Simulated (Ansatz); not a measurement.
# Molecular dynamics of CH7ClFNSi2 (part 1 of 6)

System: CH7ClFNSi2.
Method: RKS PBE0-D4/STO-3G (Ansatz 0.2.0).

It belongs to a series of runs on one base structure; here: dynamics from the start. Figures and captions count atoms from 1; the log counts them from 0 in places.

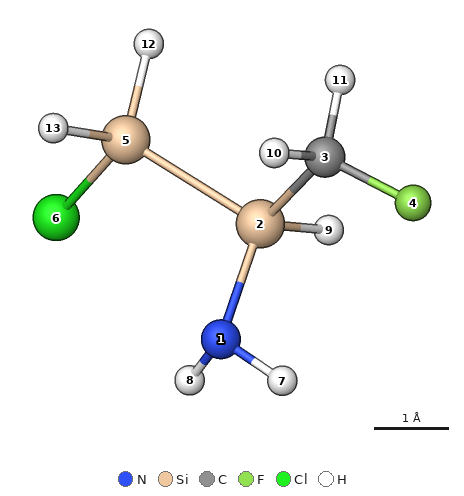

The input geometry (ball-and-stick view, seen at a tilt; atoms are numbered from 1 in the order of the input).

## Summary

- outcome: finished
- mean temperature over the second half: 315 K
- trajectory: 261 steps, 65.25 fs
- ensemble: nve_milne
- temperature in the input: 700.0 K
- time step: 0.25 fs
- potential energy (last step): −33231.4391 eV
- mean-field energy (last step): −33231.1515 eV
- largest force (length of the vector) (last step): 2.287 eV/Å
- hardware: 1 thread of Arm Neoverse V1, 24 GiB of memory available, shared host
- wall time: 11 min
- peak memory: 0.11 GiB

So short a trajectory is not equilibrated.

## The input
```yaml
crystal:
  periodic: [false, false, false]
  atoms:
    - { symbol: "N", position_ang: [-1.541907, -0.839436, 0.623255] }
    - { symbol: Si, position_ang: [-0.304995, -0.088723, -0.409316] }
    - { symbol: C, position_ang: [1.108729, -1.353394, -0.609417] }
    - { symbol: F, position_ang: [0.723351, -2.494058, -1.340562] }
    - { symbol: Si, position_ang: [0.436887, 1.769209, 0.641206] }
    - { symbol: Cl, position_ang: [-1.168461, 3.119021, 0.862644] }
    - { symbol: H, position_ang: [-1.928214, -1.685094, 0.139506] }
    - { symbol: H, position_ang: [-2.369583, -0.200739, 0.698466] }
    - { symbol: H, position_ang: [-0.771726, 0.270739, -1.73832] }
    - { symbol: H, position_ang: [1.467071, -1.660174, 0.398288] }
    - { symbol: H, position_ang: [1.973907, -0.86476, -1.111582] }
    - { symbol: H, position_ang: [1.451512, 2.47546, -0.111486] }
    - { symbol: H, position_ang: [0.943827, 1.517149, 1.972217] }
basis:
  gaussian: { orbitals: STO-3G }
hamiltonian:
  xc: pbe0
  dispersion: d4
md:
  timestep: 0.25
  n_steps: 261
  ensemble: nve_milne
  temperature: 700.0
  initial_velocities: maxwell_boltzmann
  seed: 993848
  masses: [{ species: H, mass: 10.0 }]
scf:
  lower_state_search: "off"
```

Launch command:
```bash
ansatz run input.yaml --threads 1 --pin off --max-ram 2048MiB --backend cpu --events-out ev --progress --plain --runs-dir out
```

## What the program printed
```
Engine: ansatz 0.2.0, aarch64-unknown-linux-gnu
Functional definition: PBE0
  parameter a = 0.25
  parameter kappa = 0.804
  parameter beta = 0.06672455060314922
  exchange = (1 - a)*pbe_x(kappa = kappa, mu = beta*pi^2/3) + a*exact_x
  correlation = pbe_c(beta = beta)
these checks for a lower state are left out or cut short: stability, starts, cluster_reference, orbital_swaps, neighbouring_geometries, increment
669 factors; integrals over basis functions are off by at most 9.2e-6 eV
mean field evaluation 1: about -33228.5642 eV, gradient 2.9e1 eV
mean field evaluation 2: about -33229.1186 eV, gradient 2.9e1 eV
mean field evaluation 4: about -33231.7763 eV, gradient 7.4e-1 eV
mean field evaluation 8: about -33231.7521 eV, gradient 2.3e-2 eV
mean field -33231.75210667 eV, -1221.2443646296 hartree, gradient 1.1e-6 eV, S^2 0.000000; 0 other end points of the search recorded, 0 dependent functions left out
the calculation of the forces begins
reference -33231.75212613 eV, -1221.2443653445 hartree; 37, 37 occupied and 12, 12 virtual orbitals, 669 factors
md step     0: t =     0.00 fs  T =   700.0 K  F+E_penalty+E_count = -33232.04250553 eV  E_kin = 0.995302 eV  conserved = -33231.04720354 eV  (13 SCF iters)
these checks for a lower state are left out or cut short: stability, starts, cluster_reference, orbital_swaps, neighbouring_geometries, increment
669 factors; integrals over basis functions are off by at most 9.4e-6 eV
mean field evaluation 16: about -33231.7766 eV, gradient 2.5e-1 eV
mean field -33231.75141035 eV, -1221.2443390401 hartree, gradient 1.7e-6 eV, S^2 0.000000; 0 other end points of the search recorded, 0 dependent functions left out
the calculation of the forces begins
reference -33231.75142980 eV, -1221.2443397548 hartree; 37, 37 occupied and 12, 12 virtual orbitals, 669 factors
md step     1: t =     0.25 fs  T =   699.5 K  F+E_penalty+E_count = -33232.04174714 eV  E_kin = 0.994544 eV  conserved = -33231.04720314 eV  (12 SCF iters)
[... from here on the SCF iterations and repeated set-up lines of each step are left out, up to the last step ...]
md step     2: t =     0.50 fs  T =   697.8 K  F+E_penalty+E_count = -33232.03933592 eV  E_kin = 0.992132 eV  conserved = -33231.04720346 eV  (12 SCF iters)
md step     3: t =     0.75 fs  T =   694.9 K  F+E_penalty+E_count = -33232.03529775 eV  E_kin = 0.988094 eV  conserved = -33231.04720380 eV  (12 SCF iters)
md step     4: t =     1.00 fs  T =   691.0 K  F+E_penalty+E_count = -33232.02967685 eV  E_kin = 0.982473 eV  conserved = -33231.04720357 eV  (12 SCF iters)
md step     5: t =     1.25 fs  T =   686.0 K  F+E_penalty+E_count = -33232.02253505 eV  E_kin = 0.975332 eV  conserved = -33231.04720328 eV  (13 SCF iters)
md step     6: t =     1.50 fs  T =   679.9 K  F+E_penalty+E_count = -33232.01395191 eV  E_kin = 0.966748 eV  conserved = -33231.04720361 eV  (13 SCF iters)
md step     7: t =     1.75 fs  T =   672.9 K  F+E_penalty+E_count = -33232.00402195 eV  E_kin = 0.956819 eV  conserved = -33231.04720326 eV  (13 SCF iters)
md step     8: t =     2.00 fs  T =   665.1 K  F+E_penalty+E_count = -33231.99285491 eV  E_kin = 0.945651 eV  conserved = -33231.04720352 eV  (13 SCF iters)
md step     9: t =     2.25 fs  T =   656.4 K  F+E_penalty+E_count = -33231.98057214 eV  E_kin = 0.933368 eV  conserved = -33231.04720389 eV  (13 SCF iters)
md step    10: t =     2.50 fs  T =   647.1 K  F+E_penalty+E_count = -33231.96730670 eV  E_kin = 0.920103 eV  conserved = -33231.04720366 eV  (13 SCF iters)
md step    11: t =     2.75 fs  T =   637.2 K  F+E_penalty+E_count = -33231.95320038 eV  E_kin = 0.905997 eV  conserved = -33231.04720360 eV  (13 SCF iters)
md step    12: t =     3.00 fs  T =   626.8 K  F+E_penalty+E_count = -33231.93840170 eV  E_kin = 0.891198 eV  conserved = -33231.04720388 eV  (13 SCF iters)
md step    13: t =     3.25 fs  T =   616.0 K  F+E_penalty+E_count = -33231.92306328 eV  E_kin = 0.875860 eV  conserved = -33231.04720348 eV  (13 SCF iters)
md step    14: t =     3.50 fs  T =   604.9 K  F+E_penalty+E_count = -33231.90734046 eV  E_kin = 0.860137 eV  conserved = -33231.04720344 eV  (13 SCF iters)
md step    15: t =     3.75 fs  T =   593.7 K  F+E_penalty+E_count = -33231.89138763 eV  E_kin = 0.844184 eV  conserved = -33231.04720364 eV  (13 SCF iters)
md step    16: t =     4.00 fs  T =   582.4 K  F+E_penalty+E_count = -33231.87535671 eV  E_kin = 0.828153 eV  conserved = -33231.04720334 eV  (12 SCF iters)
md step    17: t =     4.25 fs  T =   571.2 K  F+E_penalty+E_count = -33231.85939497 eV  E_kin = 0.812192 eV  conserved = -33231.04720331 eV  (12 SCF iters)
md step    18: t =     4.50 fs  T =   560.1 K  F+E_penalty+E_count = -33231.84364234 eV  E_kin = 0.796439 eV  conserved = -33231.04720355 eV  (12 SCF iters)
md step    19: t =     4.75 fs  T =   549.3 K  F+E_penalty+E_count = -33231.82822959 eV  E_kin = 0.781026 eV  conserved = -33231.04720343 eV  (12 SCF iters)
md step    20: t =     5.00 fs  T =   538.8 K  F+E_penalty+E_count = -33231.81327701 eV  E_kin = 0.766073 eV  conserved = -33231.04720357 eV  (12 SCF iters)
md step    21: t =     5.25 fs  T =   528.7 K  F+E_penalty+E_count = -33231.79889197 eV  E_kin = 0.751688 eV  conserved = -33231.04720370 eV  (12 SCF iters)
md step    22: t =     5.50 fs  T =   519.0 K  F+E_penalty+E_count = -33231.78516860 eV  E_kin = 0.737965 eV  conserved = -33231.04720362 eV  (12 SCF iters)
md step    23: t =     5.75 fs  T =   509.9 K  F+E_penalty+E_count = -33231.77218626 eV  E_kin = 0.724983 eV  conserved = -33231.04720363 eV  (11 SCF iters)
md step    24: t =     6.00 fs  T =   501.3 K  F+E_penalty+E_count = -33231.76000890 eV  E_kin = 0.712805 eV  conserved = -33231.04720365 eV  (11 SCF iters)
md step    25: t =     6.25 fs  T =   493.4 K  F+E_penalty+E_count = -33231.74868487 eV  E_kin = 0.701481 eV  conserved = -33231.04720363 eV  (11 SCF iters)
md step    26: t =     6.50 fs  T =   486.0 K  F+E_penalty+E_count = -33231.73824666 eV  E_kin = 0.691043 eV  conserved = -33231.04720362 eV  (11 SCF iters)
md step    27: t =     6.75 fs  T =   479.3 K  F+E_penalty+E_count = -33231.72871112 eV  E_kin = 0.681508 eV  conserved = -33231.04720345 eV  (11 SCF iters)
md step    28: t =     7.00 fs  T =   473.2 K  F+E_penalty+E_count = -33231.72008049 eV  E_kin = 0.672877 eV  conserved = -33231.04720347 eV  (12 SCF iters)
md step    29: t =     7.25 fs  T =   467.8 K  F+E_penalty+E_count = -33231.71234226 eV  E_kin = 0.665139 eV  conserved = -33231.04720348 eV  (12 SCF iters)
md step    30: t =     7.50 fs  T =   463.0 K  F+E_penalty+E_count = -33231.70547079 eV  E_kin = 0.658267 eV  conserved = -33231.04720342 eV  (12 SCF iters)
md step    31: t =     7.75 fs  T =   458.7 K  F+E_penalty+E_count = -33231.69942824 eV  E_kin = 0.652225 eV  conserved = -33231.04720347 eV  (12 SCF iters)
md step    32: t =     8.00 fs  T =   455.0 K  F+E_penalty+E_count = -33231.69416604 eV  E_kin = 0.646962 eV  conserved = -33231.04720355 eV  (12 SCF iters)
md step    33: t =     8.25 fs  T =   451.8 K  F+E_penalty+E_count = -33231.68962597 eV  E_kin = 0.642423 eV  conserved = -33231.04720343 eV  (12 SCF iters)
md step    34: t =     8.50 fs  T =   449.1 K  F+E_penalty+E_count = -33231.68574164 eV  E_kin = 0.638539 eV  conserved = -33231.04720309 eV  (12 SCF iters)
md step    35: t =     8.75 fs  T =   446.8 K  F+E_penalty+E_count = -33231.68244157 eV  E_kin = 0.635238 eV  conserved = -33231.04720310 eV  (12 SCF iters)
md step    36: t =     9.00 fs  T =   444.8 K  F+E_penalty+E_count = -33231.67964832 eV  E_kin = 0.632445 eV  conserved = -33231.04720312 eV  (12 SCF iters)
md step    37: t =     9.25 fs  T =   443.1 K  F+E_penalty+E_count = -33231.67728106 eV  E_kin = 0.630078 eV  conserved = -33231.04720325 eV  (12 SCF iters)
md step    38: t =     9.50 fs  T =   441.7 K  F+E_penalty+E_count = -33231.67525779 eV  E_kin = 0.628055 eV  conserved = -33231.04720327 eV  (12 SCF iters)
md step    39: t =     9.75 fs  T =   440.5 K  F+E_penalty+E_count = -33231.67349608 eV  E_kin = 0.626293 eV  conserved = -33231.04720307 eV  (12 SCF iters)
md step    40: t =    10.00 fs  T =   439.4 K  F+E_penalty+E_count = -33231.67191491 eV  E_kin = 0.624711 eV  conserved = -33231.04720359 eV  (12 SCF iters)
md step    41: t =    10.25 fs  T =   438.3 K  F+E_penalty+E_count = -33231.67043471 eV  E_kin = 0.623231 eV  conserved = -33231.04720362 eV  (12 SCF iters)
md step    42: t =    10.50 fs  T =   437.3 K  F+E_penalty+E_count = -33231.66898063 eV  E_kin = 0.621777 eV  conserved = -33231.04720338 eV  (12 SCF iters)
md step    43: t =    10.75 fs  T =   436.2 K  F+E_penalty+E_count = -33231.66748225 eV  E_kin = 0.620279 eV  conserved = -33231.04720358 eV  (12 SCF iters)
md step    44: t =    11.00 fs  T =   435.1 K  F+E_penalty+E_count = -33231.66587497 eV  E_kin = 0.618671 eV  conserved = -33231.04720362 eV  (12 SCF iters)
md step    45: t =    11.25 fs  T =   433.9 K  F+E_penalty+E_count = -33231.66410096 eV  E_kin = 0.616898 eV  conserved = -33231.04720336 eV  (12 SCF iters)
md step    46: t =    11.50 fs  T =   432.5 K  F+E_penalty+E_count = -33231.66210996 eV  E_kin = 0.614906 eV  conserved = -33231.04720363 eV  (12 SCF iters)
md step    47: t =    11.75 fs  T =   430.9 K  F+E_penalty+E_count = -33231.65985978 eV  E_kin = 0.612656 eV  conserved = -33231.04720367 eV  (12 SCF iters)
md step    48: t =    12.00 fs  T =   429.1 K  F+E_penalty+E_count = -33231.65731718 eV  E_kin = 0.610114 eV  conserved = -33231.04720340 eV  (12 SCF iters)
md step    49: t =    12.25 fs  T =   427.1 K  F+E_penalty+E_count = -33231.65445808 eV  E_kin = 0.607254 eV  conserved = -33231.04720363 eV  (12 SCF iters)
md step    50: t =    12.50 fs  T =   424.8 K  F+E_penalty+E_count = -33231.65126798 eV  E_kin = 0.604064 eV  conserved = -33231.04720373 eV  (12 SCF iters)
md step    51: t =    12.75 fs  T =   422.4 K  F+E_penalty+E_count = -33231.64774184 eV  E_kin = 0.600538 eV  conserved = -33231.04720344 eV  (12 SCF iters)
md step    52: t =    13.00 fs  T =   419.6 K  F+E_penalty+E_count = -33231.64388451 eV  E_kin = 0.596681 eV  conserved = -33231.04720367 eV  (12 SCF iters)
md step    53: t =    13.25 fs  T =   416.7 K  F+E_penalty+E_count = -33231.63971028 eV  E_kin = 0.592507 eV  conserved = -33231.04720371 eV  (12 SCF iters)
md step    54: t =    13.50 fs  T =   413.6 K  F+E_penalty+E_count = -33231.63524263 eV  E_kin = 0.588039 eV  conserved = -33231.04720345 eV  (12 SCF iters)
md step    55: t =    13.75 fs  T =   410.2 K  F+E_penalty+E_count = -33231.63051383 eV  E_kin = 0.583310 eV  conserved = -33231.04720367 eV  (12 SCF iters)
md step    56: t =    14.00 fs  T =   406.8 K  F+E_penalty+E_count = -33231.62556424 eV  E_kin = 0.578361 eV  conserved = -33231.04720372 eV  (12 SCF iters)
md step    57: t =    14.25 fs  T =   403.2 K  F+E_penalty+E_count = -33231.62044190 eV  E_kin = 0.573238 eV  conserved = -33231.04720388 eV  (12 SCF iters)
md step    58: t =    14.50 fs  T =   399.5 K  F+E_penalty+E_count = -33231.61520008 eV  E_kin = 0.567996 eV  conserved = -33231.04720409 eV  (12 SCF iters)
md step    59: t =    14.75 fs  T =   395.7 K  F+E_penalty+E_count = -33231.60989847 eV  E_kin = 0.562694 eV  conserved = -33231.04720412 eV  (12 SCF iters)
md step    60: t =    15.00 fs  T =   392.0 K  F+E_penalty+E_count = -33231.60460031 eV  E_kin = 0.557396 eV  conserved = -33231.04720386 eV  (12 SCF iters)
md step    61: t =    15.25 fs  T =   388.3 K  F+E_penalty+E_count = -33231.59937181 eV  E_kin = 0.552168 eV  conserved = -33231.04720412 eV  (12 SCF iters)
md step    62: t =    15.50 fs  T =   384.8 K  F+E_penalty+E_count = -33231.59427998 eV  E_kin = 0.547076 eV  conserved = -33231.04720414 eV  (12 SCF iters)
md step    63: t =    15.75 fs  T =   381.3 K  F+E_penalty+E_count = -33231.58939182 eV  E_kin = 0.542188 eV  conserved = -33231.04720397 eV  (12 SCF iters)
md step    64: t =    16.00 fs  T =   378.1 K  F+E_penalty+E_count = -33231.58477339 eV  E_kin = 0.537568 eV  conserved = -33231.04720504 eV  (12 SCF iters)
md step    65: t =    16.25 fs  T =   375.1 K  F+E_penalty+E_count = -33231.58048461 eV  E_kin = 0.533280 eV  conserved = -33231.04720507 eV  (12 SCF iters)
md step    66: t =    16.50 fs  T =   372.3 K  F+E_penalty+E_count = -33231.57658327 eV  E_kin = 0.529378 eV  conserved = -33231.04720492 eV  (12 SCF iters)
md step    67: t =    16.75 fs  T =   369.9 K  F+E_penalty+E_count = -33231.57311992 eV  E_kin = 0.525915 eV  conserved = -33231.04720492 eV  (12 SCF iters)
md step    68: t =    17.00 fs  T =   367.8 K  F+E_penalty+E_count = -33231.57013779 eV  E_kin = 0.522933 eV  conserved = -33231.04720494 eV  (12 SCF iters)
md step    69: t =    17.25 fs  T =   366.0 K  F+E_penalty+E_count = -33231.56767100 eV  E_kin = 0.520466 eV  conserved = -33231.04720480 eV  (12 SCF iters)
md step    70: t =    17.50 fs  T =   364.7 K  F+E_penalty+E_count = -33231.56574426 eV  E_kin = 0.518539 eV  conserved = -33231.04720488 eV  (12 SCF iters)
md step    71: t =    17.75 fs  T =   363.7 K  F+E_penalty+E_count = -33231.56437168 eV  E_kin = 0.517167 eV  conserved = -33231.04720489 eV  (12 SCF iters)
md step    72: t =    18.00 fs  T =   363.2 K  F+E_penalty+E_count = -33231.56355650 eV  E_kin = 0.516352 eV  conserved = -33231.04720491 eV  (12 SCF iters)
md step    73: t =    18.25 fs  T =   363.0 K  F+E_penalty+E_count = -33231.56329068 eV  E_kin = 0.516086 eV  conserved = -33231.04720495 eV  (12 SCF iters)
md step    74: t =    18.50 fs  T =   363.2 K  F+E_penalty+E_count = -33231.56355521 eV  E_kin = 0.516350 eV  conserved = -33231.04720505 eV  (12 SCF iters)
md step    75: t =    18.75 fs  T =   363.7 K  F+E_penalty+E_count = -33231.56431990 eV  E_kin = 0.517115 eV  conserved = -33231.04720506 eV  (12 SCF iters)
md step    76: t =    19.00 fs  T =   364.6 K  F+E_penalty+E_count = -33231.56554479 eV  E_kin = 0.518340 eV  conserved = -33231.04720519 eV  (12 SCF iters)
md step    77: t =    19.25 fs  T =   365.7 K  F+E_penalty+E_count = -33231.56717921 eV  E_kin = 0.519975 eV  conserved = -33231.04720456 eV  (12 SCF iters)
md step    78: t =    19.50 fs  T =   367.1 K  F+E_penalty+E_count = -33231.56916644 eV  E_kin = 0.521962 eV  conserved = -33231.04720460 eV  (12 SCF iters)
md step    79: t =    19.75 fs  T =   368.7 K  F+E_penalty+E_count = -33231.57144058 eV  E_kin = 0.524236 eV  conserved = -33231.04720455 eV  (12 SCF iters)
md step    80: t =    20.00 fs  T =   370.4 K  F+E_penalty+E_count = -33231.57393062 eV  E_kin = 0.526726 eV  conserved = -33231.04720453 eV  (13 SCF iters)
md step    81: t =    20.25 fs  T =   372.3 K  F+E_penalty+E_count = -33231.57656138 eV  E_kin = 0.529357 eV  conserved = -33231.04720462 eV  (13 SCF iters)
md step    82: t =    20.50 fs  T =   374.2 K  F+E_penalty+E_count = -33231.57925524 eV  E_kin = 0.532051 eV  conserved = -33231.04720454 eV  (13 SCF iters)
md step    83: t =    20.75 fs  T =   376.1 K  F+E_penalty+E_count = -33231.58193377 eV  E_kin = 0.534729 eV  conserved = -33231.04720451 eV  (13 SCF iters)
md step    84: t =    21.00 fs  T =   377.9 K  F+E_penalty+E_count = -33231.58451950 eV  E_kin = 0.537315 eV  conserved = -33231.04720464 eV  (13 SCF iters)
md step    85: t =    21.25 fs  T =   379.6 K  F+E_penalty+E_count = -33231.58693768 eV  E_kin = 0.539733 eV  conserved = -33231.04720453 eV  (13 SCF iters)
md step    86: t =    21.50 fs  T =   381.1 K  F+E_penalty+E_count = -33231.58911747 eV  E_kin = 0.541913 eV  conserved = -33231.04720413 eV  (13 SCF iters)
md step    87: t =    21.75 fs  T =   382.5 K  F+E_penalty+E_count = -33231.59099504 eV  E_kin = 0.543791 eV  conserved = -33231.04720429 eV  (13 SCF iters)
md step    88: t =    22.00 fs  T =   383.5 K  F+E_penalty+E_count = -33231.59251272 eV  E_kin = 0.545309 eV  conserved = -33231.04720415 eV  (13 SCF iters)
md step    89: t =    22.25 fs  T =   384.3 K  F+E_penalty+E_count = -33231.59362178 eV  E_kin = 0.546418 eV  conserved = -33231.04720411 eV  (13 SCF iters)
md step    90: t =    22.50 fs  T =   384.8 K  F+E_penalty+E_count = -33231.59428305 eV  E_kin = 0.547079 eV  conserved = -33231.04720429 eV  (13 SCF iters)
md step    91: t =    22.75 fs  T =   384.9 K  F+E_penalty+E_count = -33231.59446787 eV  E_kin = 0.547264 eV  conserved = -33231.04720415 eV  (13 SCF iters)
md step    92: t =    23.00 fs  T =   384.7 K  F+E_penalty+E_count = -33231.59415822 eV  E_kin = 0.546955 eV  conserved = -33231.04720370 eV  (13 SCF iters)
md step    93: t =    23.25 fs  T =   384.1 K  F+E_penalty+E_count = -33231.59334876 eV  E_kin = 0.546145 eV  conserved = -33231.04720388 eV  (13 SCF iters)
md step    94: t =    23.50 fs  T =   383.2 K  F+E_penalty+E_count = -33231.59204453 eV  E_kin = 0.544841 eV  conserved = -33231.04720373 eV  (13 SCF iters)
md step    95: t =    23.75 fs  T =   381.9 K  F+E_penalty+E_count = -33231.59026237 eV  E_kin = 0.543059 eV  conserved = -33231.04720369 eV  (13 SCF iters)
md step    96: t =    24.00 fs  T =   380.4 K  F+E_penalty+E_count = -33231.58803021 eV  E_kin = 0.540826 eV  conserved = -33231.04720390 eV  (13 SCF iters)
md step    97: t =    24.25 fs  T =   378.5 K  F+E_penalty+E_count = -33231.58538594 eV  E_kin = 0.538183 eV  conserved = -33231.04720334 eV  (13 SCF iters)
md step    98: t =    24.50 fs  T =   376.4 K  F+E_penalty+E_count = -33231.58237817 eV  E_kin = 0.535175 eV  conserved = -33231.04720331 eV  (13 SCF iters)
md step    99: t =    24.75 fs  T =   374.1 K  F+E_penalty+E_count = -33231.57906272 eV  E_kin = 0.531859 eV  conserved = -33231.04720355 eV  (13 SCF iters)
md step   100: t =    25.00 fs  T =   371.6 K  F+E_penalty+E_count = -33231.57550271 eV  E_kin = 0.528299 eV  conserved = -33231.04720341 eV  (13 SCF iters)
md step   101: t =    25.25 fs  T =   368.9 K  F+E_penalty+E_count = -33231.57176687 eV  E_kin = 0.524564 eV  conserved = -33231.04720332 eV  (13 SCF iters)
md step   102: t =    25.50 fs  T =   366.2 K  F+E_penalty+E_count = -33231.56792803 eV  E_kin = 0.520724 eV  conserved = -33231.04720355 eV  (13 SCF iters)
md step   103: t =    25.75 fs  T =   363.5 K  F+E_penalty+E_count = -33231.56406096 eV  E_kin = 0.516857 eV  conserved = -33231.04720357 eV  (13 SCF iters)
md step   104: t =    26.00 fs  T =   360.8 K  F+E_penalty+E_count = -33231.56024050 eV  E_kin = 0.513037 eV  conserved = -33231.04720355 eV  (13 SCF iters)
md step   105: t =    26.25 fs  T =   358.2 K  F+E_penalty+E_count = -33231.55654042 eV  E_kin = 0.509337 eV  conserved = -33231.04720372 eV  (13 SCF iters)
md step   106: t =    26.50 fs  T =   355.8 K  F+E_penalty+E_count = -33231.55303084 eV  E_kin = 0.505827 eV  conserved = -33231.04720342 eV  (13 SCF iters)
md step   107: t =    26.75 fs  T =   353.5 K  F+E_penalty+E_count = -33231.54977852 eV  E_kin = 0.502574 eV  conserved = -33231.04720448 eV  (13 SCF iters)
md step   108: t =    27.00 fs  T =   351.4 K  F+E_penalty+E_count = -33231.54683989 eV  E_kin = 0.499635 eV  conserved = -33231.04720462 eV  (13 SCF iters)
md step   109: t =    27.25 fs  T =   349.6 K  F+E_penalty+E_count = -33231.54426683 eV  E_kin = 0.497062 eV  conserved = -33231.04720452 eV  (13 SCF iters)
md step   110: t =    27.50 fs  T =   348.1 K  F+E_penalty+E_count = -33231.54210101 eV  E_kin = 0.494897 eV  conserved = -33231.04720451 eV  (13 SCF iters)
md step   111: t =    27.75 fs  T =   346.8 K  F+E_penalty+E_count = -33231.54037410 eV  E_kin = 0.493169 eV  conserved = -33231.04720461 eV  (13 SCF iters)
md step   112: t =    28.00 fs  T =   346.0 K  F+E_penalty+E_count = -33231.53910681 eV  E_kin = 0.491902 eV  conserved = -33231.04720436 eV  (13 SCF iters)
md step   113: t =    28.25 fs  T =   345.4 K  F+E_penalty+E_count = -33231.53830938 eV  E_kin = 0.491105 eV  conserved = -33231.04720436 eV  (12 SCF iters)
```
